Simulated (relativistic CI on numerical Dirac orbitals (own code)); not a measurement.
```
atom Ti  Z=22  charge=4  electrons=18
nucleus A=48  rms_radius_fm=3.5921
hamiltonian dirac-coulomb  breit=on  qed=on  c_scale=1
orbitals kli  potential=per-configuration
slater_scale 1
correlation none
mixing on
configurations
  [Ne] 3s2 3p6
  [He] 2s2 2p5 3s2 3p6 3d
end
absorption L2,3 T=300 lorentz=0.6 gauss=0.3
crystal_field D4h 10Dq=15600 Ds=-210 Dt=-350
```

Multiplet model: relativistic Dirac–Coulomb–Breit theory, one configuration a step, Slater integrals scaled by 1, 300 K, Voigt broadening (Lorentzian 0.6 eV, Gaussian 0.3 eV full widths), computed with a radial Dirac CI code.

The L₂,₃ X-ray absorption spectrum that results, with the strongest transitions as sticks:

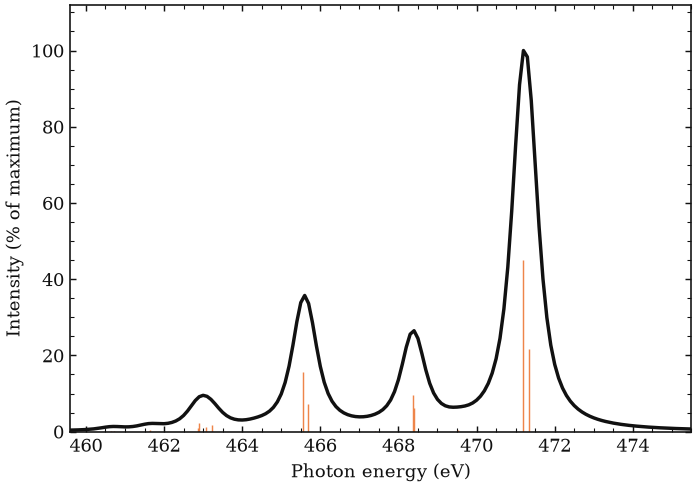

The main maxima lie at 463.0 eV (10), 465.6 eV (36), 468.4 eV (26) and 471.2 eV (100), heights in % of the largest; the centroid is at 469.1 eV. The ground state has S = 0.00.

Known limits: free-ion energies, so absolute edge positions are off by a few eV from solids.
